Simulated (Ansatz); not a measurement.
## Electronic structure of FNS$_{2}$ in real space

Input

```
crystal:
  periodic: [false, false, false]
  atoms:
    - symbol: F
      position_ang: [1.940612, 0.360287, -0.548800]
    - symbol: N
      position_ang: [-0.297802, -0.146894, 0.972364]
    - symbol: S
      position_ang: [-1.608571, 0.715052, 0.910305]
    - symbol: S
      position_ang: [1.101832, -0.543914, 0.608350]
basis:
  gaussian: {orbitals: def2-TZVPD}
hamiltonian: {xc: pbe0}
output: {forces: true, orbitals: {seedname: orbitals}}
```

Launched as:

```sh
ansatz run input.yaml --threads 2 --pin off --max-ram 4350MiB --events-out events.jsonl --progress --plain --runs-dir runs
```

Geometry: r2SCAN-D4/def2-TZVP.

Computed with isolated molecule in a Gaussian basis; Kohn-Sham density functional theory, functional PBE0 in Ansatz.

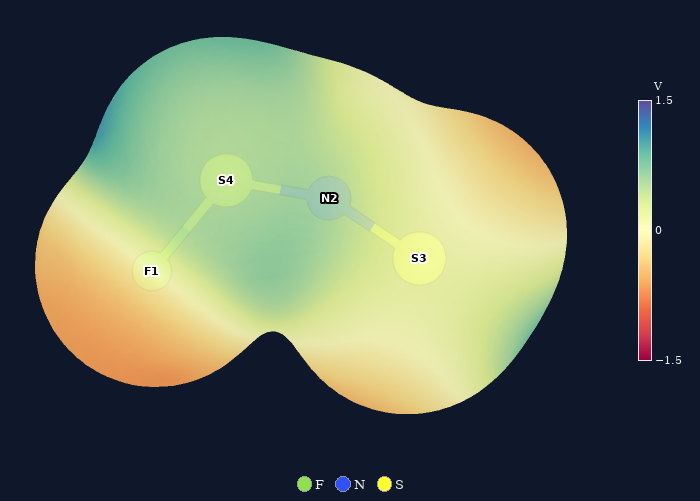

Figure 1. The electrostatic potential painted on the density surface at 0.001 e/bohr³, seen across its widest extent; the colour scale runs from red (negative) to blue (positive).

Where is the surface potential most negative and most positive?

Answer. The most negative region (about −0.7 V) lies over F1, the most positive (about +1.0 V) over S4.

How polar is the molecule by this calculation?

Answer. Its dipole moment is 1.16 D.

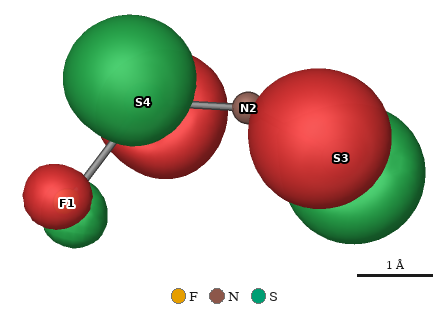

Figure 2. The HOMO−1 at ±0.15 Å⁻³ᐟ² (green and red are the two phases), seen at a tilt.

Describe this orbital and give its energy.

Answer. It lies mainly on S3 (about 50 %), S4 (about 40 %), F1 (about 10 %) and N2 (about 5 %); it changes sign across the molecular plane (π type). Its energy is −8.04 eV.

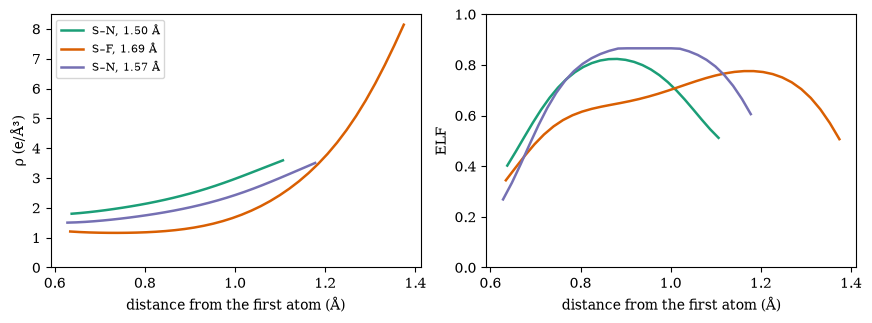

Figure 3. Electron density and ELF along straight lines between neighbouring atoms. The curves leave out the atomic cores.

What can be read from the curves?

Answer. S–N (1.50 Å): ρ is about 2 e/Å³ halfway; the ELF peaks at about 0.80 between the atoms (a covalent bond).
S–F (1.69 Å): ρ at the midpoint is about 1.2 e/Å³; the ELF peaks at about 0.80 between the atoms (a shared but strongly polarised pair).
S–N (1.57 Å): the density is about 1.7 e/Å³ at the midpoint; the ELF peaks at about 0.85 between the atoms: a covalent bond.
